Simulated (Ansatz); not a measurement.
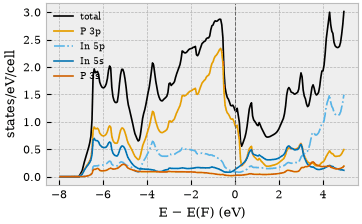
Total and projected density of states of InP (NiAs type, P6_3/mmc), the program Ansatz at the r²SCAN level (PAW)

Q: Which orbitals carry the states next to the Fermi level?

A: Within 0.5 eV of the Fermi level: P 3p 72 %, In 5s 13 %, In 5p 10 %. Projections are on Löwdin-orthogonalised atomic valence shells; empty p or d shells of many metals are not among them.

Q: Where is the tallest occupied peak in this window, and what makes it?

A: Near -0.7 eV, about 2.9 states/eV per cell; the largest projected share is P 3p.

The start of the workflow was typed in or built on a structure type; neither database checked (COD, Materials Project) lists it. It is not the phase usual at ambient conditions (space group No. 216). The r²SCAN relaxation kept the symmetry of its start; its stability against distortions is not shown here. Spin–orbit coupling is left out wherever it is not named.

Potentials: the later of the program's two PAW sets.
